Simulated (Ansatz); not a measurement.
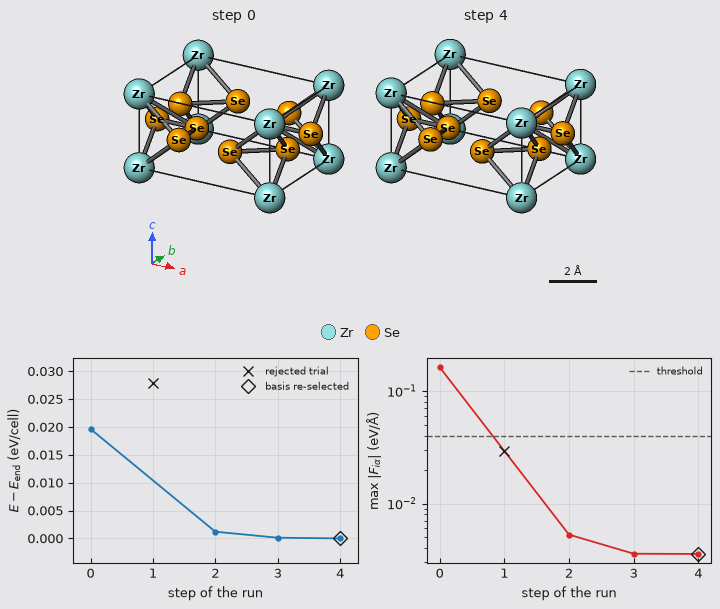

First and last geometry of a relaxation of a crystal of ZrSe₆ (a generated structure, set up in P6/mmm) (coarse preliminary run), with the history of the run. The picture is a ball-and-stick view of the cell of the calculation, seen slightly off an axis.

Level of theory: DFT PBE, scalar-relativistic, plane waves, PAW in Ansatz.

Input file:
```yaml
crystal:
  lattice:
    - [8.3964565682, 0.0, 0.0]
    - [-4.1982282841, 7.2715446898, 0.0]
    - [0.0, 0.0, 3.2680588437]
  atoms:
    - { symbol: Zr, position: [0.0, 0.0, 0.0] }
    - { symbol: Se, position: [0.3039355067, 0.0, 0.5] }
    - { symbol: Se, position: [0.6960644933, 0.0, 0.5] }
    - { symbol: Se, position: [0.0, 0.3039355067, 0.5] }
    - { symbol: Se, position: [0.0, 0.6960644933, 0.5] }
    - { symbol: Se, position: [0.6960644933, 0.6960644933, 0.5] }
    - { symbol: Se, position: [0.3039355067, 0.3039355067, 0.5] }
basis:
  ecutwfc: 420
kpoints:
  mp_grid: { grid: [3, 3, 6] }
hamiltonian:
  xc: pbe
scf:
  occupations: { method: gaussian, width: 0.1 }
  lower_state_search: "off"
output:
  forces: true
  stress: true
  eigenvalues: true
relax:
  adjacent_minimum: "off"
  f_tol: 0.04
  max_steps: 70
  cell: { stress_tol: 0.4 }
```

Run as
```bash
ansatz run input.yaml --threads 1 --pin off --max-ram 2048MiB --backend cpu --events-out ev --progress --plain --runs-dir out
```

### Read the history and describe the run.

It converged. The energy falls by 19.6 meV per cell of the calculation in 2 accepted moves (4 points after the start). Largest force component: 0.16 eV/Å at the start, 0.0036 eV/Å at the end. The pressure goes from −0.34 to −0.02 GPa. The line search rejected the trial step at point 1 of the run. At 1 point the geometry stayed and the basis and grid were re-selected for the new cell (energy shift of 0.1 meV per cell of the calculation at most each time). The largest moves relative to the cell, 0.021 Å, are those of Se2, Se3, Se4, Se5, Se6 and Se7. Se7 goes along [−1 −1 0]. Zr stays in place. The drawn cell changes as follows: a = b 8.396 → 8.389 Å (−0.1 %), c 3.268 → 3.309 Å (+1.2 %); the volume changes by +1.1 %. Among the contacts that change: Zr1–Zr1 3.268 → 3.309 Å, Se2–Se5 2.552 → 2.529 Å, Zr1–Se2 3.030 → 3.022 Å. The space group stays P6/mmm (No. 191).
